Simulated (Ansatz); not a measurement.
# Calculations on BH2SeOCl

### Relaxation

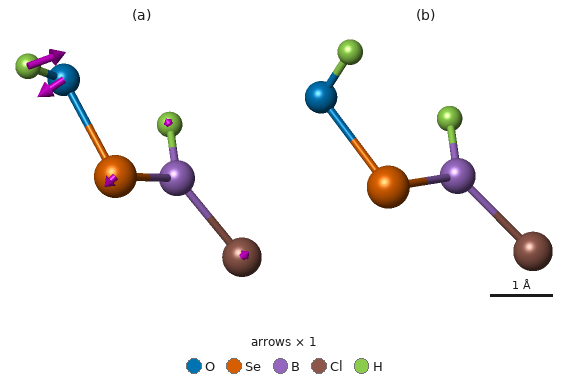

The structure of BH₂SeOCl before (left) and after (right) a relaxation, at one scale. The purple arrows give the displacements, at their true length.

Style: ball-and-stick. Shown from a free direction.

The run prepares an end point of a later path (hydrogen shift) calculation, from a guessed geometry.

Theory: RKS revPBE-D4/def2-SVP in Ansatz 0.2.0. Set-up: no spin polarisation; force threshold 0.02 eV/Å; at most 50 steps.

> Describe what moved and what it gained.

After 15 accepted moves (18 points after the start) the energy has fallen by 19.2 kJ/mol. Largest force component: 1.7 eV/Å at the start, 0.0084 eV/Å at the end. The line search rejected the trial steps at points 6, 11, 15 of the run. The largest move after the best rigid fit is that of an H atom, 0.70 Å. Largest moves by element: H 0.70 Å, O 0.53 Å, Se 0.25 Å, Cl 0.16 Å, B 0.07 Å. Near-neighbour distances that change, for instance: B–Cl 1.704 → 1.768 Å, B–H 1.168 → 1.210 Å, B–Se 1.884 → 1.926 Å, O–Se 1.831 → 1.854 Å. Bond angles that change, for instance: Se–O–H 109.2° → 104.3°, O–Se–B 95.2° → 99.3°. Groups turn about O–Se by about 90°. The run took 21 s on 2 threads of Intel(R) Xeon(R) Platinum 8488C (Sapphire Rapids), on a shared host, peak memory 0.16 GiB.

### Relaxation

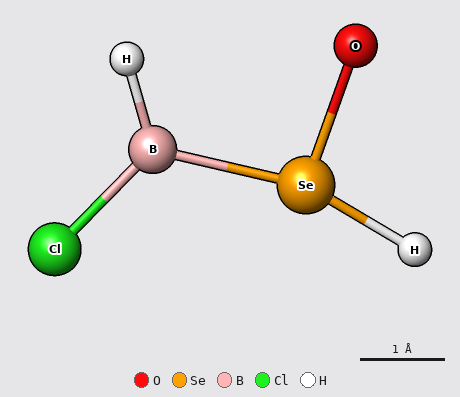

Starting structure of BH₂SeOCl. The picture is a ball-and-stick view, seen at a tilt.

The run prepares an end point of a later path (hydrogen shift) calculation, from a guessed geometry.

Computed with Ansatz 0.2.0, RKS revPBE-D4/def2-SVP.

Input
```yaml
crystal:
  periodic: [false, false, false]
  atoms:
    - { symbol: O, position_ang: [-0.21274, 1.64944, -0.29876] }
    - { symbol: Se, position_ang: [0.31233, 0.07615, -1.0744] }
    - { symbol: B, position_ang: [0.04219, -0.97401, 0.46614] }
    - { symbol: Cl, position_ang: [0.36852, -2.64532, 0.41697] }
    - { symbol: H, position_ang: [0.65938, 0.49937, -2.50315] }
    - { symbol: H, position_ang: [-0.34761, -0.46096, 1.44011] }
basis:
  gaussian: { orbitals: def2-SVP }
hamiltonian:
  xc: revpbe
  dispersion: d4
relax:
  f_tol: 0.02
  max_steps: 50
```

Run as
```bash
ansatz run input.yaml --threads 2 --pin off --max-ram 3072MiB --backend cpu --events-out ev --progress --plain --runs-dir out
```

Q: Predict the outcome.

A: Over 14 geometry steps the energy falls by 204.6 kJ/mol. The largest force component goes from 5.3 to 0.0087 eV/Å. The atom that moves furthest after the best rigid fit is H5 (1.07 Å). By element the largest moves are H 1.07 Å, Se 0.73 Å, O 0.42 Å, Cl 0.37 Å, B 0.13 Å. Among the contacts that change: Se2–B3 1.884 → 2.050 Å, O1–Se2 1.831 → 1.667 Å, B3–Cl4 1.704 → 1.749 Å, B3–H6 1.168 → 1.210 Å. Bond angles that change, for instance: B3–Se2–H5 161.9° → 83.1°, O1–Se2–B3 95.2° → 106.9°, O1–Se2–H5 102.9° → 110.1°.

The structure at the end:

```xyz
6

O     0.0270    1.9546   -0.4487
Se    0.8254    0.5443   -0.8411
B     0.0414   -0.9346    0.3427
Cl    0.6009   -2.5796    0.1413
H     0.0586   -0.2107   -1.9699
H    -0.7311   -0.6293    1.2226
```

After the run, drawn alike:

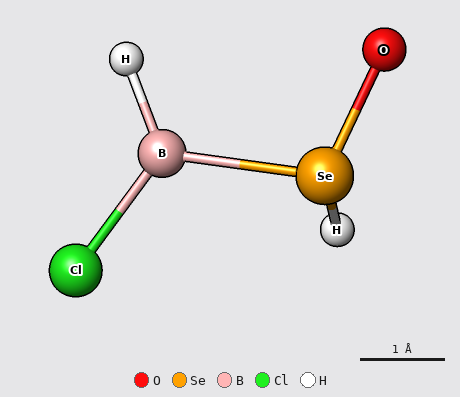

### Path

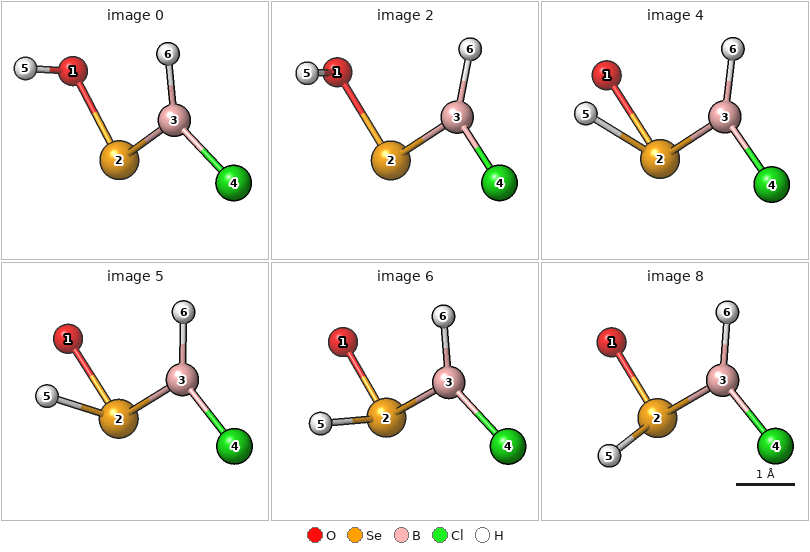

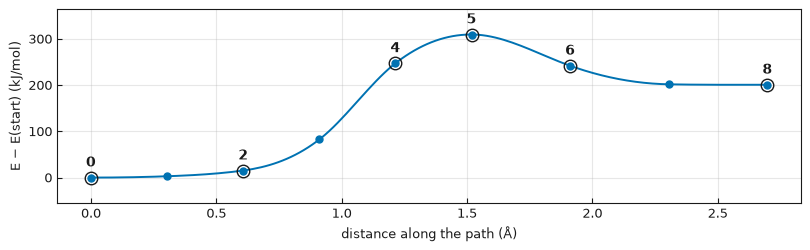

A search for the minimum-energy path of BH₂SeOCl by the nudged elastic band. Images are numbered from 0 (start) to 8 (end). A ball-and-stick model, seen from a free direction.

All numbers below come from RKS revPBE-D4/def2-SVP in Ansatz 0.2.0.

The input:
```yaml
crystal:
  periodic: [false, false, false]
  atoms:
    - { symbol: O, position_ang: [0.249021, 1.828658, -0.440989] }
    - { symbol: Se, position_ang: [0.617492, 0.127464, -1.080658] }
    - { symbol: B, position_ang: [0.036263, -0.908971, 0.434669] }
    - { symbol: Cl, position_ang: [0.239902, -2.663956, 0.377419] }
    - { symbol: H, position_ang: [-0.686191, 1.982297, -0.68763] }
    - { symbol: H, position_ang: [-0.456497, -0.365492, 1.397199] }
basis:
  gaussian: { orbitals: def2-SVP }
hamiltonian:
  xc: revpbe
  dispersion: d4
neb:
  order_check: false
  images: 7
  f_tol: 0.05
  max_iterations: 60
  final_atoms:
    - { symbol: O, position_ang: [0.66732309, 2.1742897, -0.01593814] }
    - { symbol: Se, position_ang: [0.54117665, 0.7323506, -0.84384815] }
    - { symbol: B, position_ang: [0.0074364, -0.6972048, 0.52523292] }
    - { symbol: Cl, position_ang: [-0.28916417, -2.33368752, -0.01676173] }
    - { symbol: H, position_ang: [-0.92051957, 0.52857991, -1.34790752] }
    - { symbol: H, position_ang: [-0.00626239, -0.40432789, 1.69923262] }
  initial_path:
    images:
      - { positions_ang: [[0.249021, 1.828658, -0.440989], [0.617492, 0.127464, -1.080658], [0.036263, -0.908971, 0.434669], [0.239902, -2.663956, 0.377419], [-0.686191, 1.982297, -0.68763], [-0.456497, -0.365492, 1.397199]] }
      - { positions_ang: [[0.13251083, 1.8164229, -0.28849349], [0.48335182, 0.17425159, -1.03249596], [0.03663622, -0.91412074, 0.45748341], [0.24624699, -2.64452421, 0.33319047], [-0.52004679, 1.97834829, -0.92089962], [-0.37870907, -0.41037783, 1.45122519]] }
      - { positions_ang: [[0.01600065, 1.8041878, -0.13599799], [0.34921164, 0.22103918, -0.98433393], [0.03700944, -0.91927047, 0.48029782], [0.25259199, -2.62509241, 0.28896195], [-0.35390258, 1.97439957, -1.15416923], [-0.30092115, -0.45526367, 1.50525138]] }
      - { positions_ang: [[-0.10050952, 1.7919527, 0.01649752], [0.21507147, 0.26782678, -0.93617189], [0.03738267, -0.92442021, 0.50311223], [0.25893698, -2.60566062, 0.24473342], [-0.18775837, 1.97045086, -1.38743885], [-0.22313322, -0.5001495, 1.55927757]] }
      - { positions_ang: [[-0.2170197, 1.7797176, 0.16899302], [0.08093129, 0.31461437, -0.88800985], [0.03775589, -0.92956995, 0.52592664], [0.26528197, -2.58622883, 0.20050489], [-0.02161416, 1.96650214, -1.62070846], [-0.1453453, -0.54503534, 1.61330376]] }
      - { positions_ang: [[0.004066, 1.87836063, 0.12276023], [0.19599263, 0.41904843, -0.87696943], [0.03017601, -0.87147866, 0.52575321], [0.12667044, -2.5230935, 0.14618824], [-0.24634051, 1.60702159, -1.55250823], [-0.11057457, -0.50985848, 1.63478597]] }
      - { positions_ang: [[0.22515169, 1.97700365, 0.07652744], [0.31105397, 0.52348249, -0.865929], [0.02259614, -0.81338737, 0.52557978], [-0.0119411, -2.45995817, 0.09187158], [-0.47106686, 1.24754103, -1.48430799], [-0.07580384, -0.47468162, 1.65626819]] }
      - { positions_ang: [[0.44623739, 2.07564668, 0.03029465], [0.42611531, 0.62791654, -0.85488857], [0.01501627, -0.75529609, 0.52540635], [-0.15055264, -2.39682285, 0.03755493], [-0.69579321, 0.88806047, -1.41610776], [-0.04103312, -0.43950475, 1.6777504]] }
      - { positions_ang: [[0.66732309, 2.1742897, -0.01593814], [0.54117665, 0.7323506, -0.84384815], [0.0074364, -0.6972048, 0.52523292], [-0.28916417, -2.33368752, -0.01676173], [-0.92051957, 0.52857991, -1.34790752], [-0.00626239, -0.40432789, 1.69923262]] }
```

Run as
```bash
ansatz run input.yaml --threads 2 --pin off --max-ram 3072MiB --backend cpu --events-out ev --progress --plain --runs-dir out
```

Describe the mechanism and the energy profile.

Answer. The highest point, image 5, lies 309.4 kJ/mol above the start and 108.7 kJ/mol above the end; the end is at +200.7 kJ/mol relative to the start. A hydrogen atom shifts from one atom to another. Breaking: O1–H5 (0.98 → 1.77 at the top → 2.65 Å). Forming: Se2–H5 (2.30 → 1.51 at the top → 1.56 Å). The band is converged. At the top, the vibrational analysis gives one imaginary mode (1184i cm⁻¹), as a transition state must have.

The run took 97 s on 2 threads of Intel(R) Xeon(R) Platinum 8488C (Sapphire Rapids), on a shared host, peak memory 0.15 GiB.
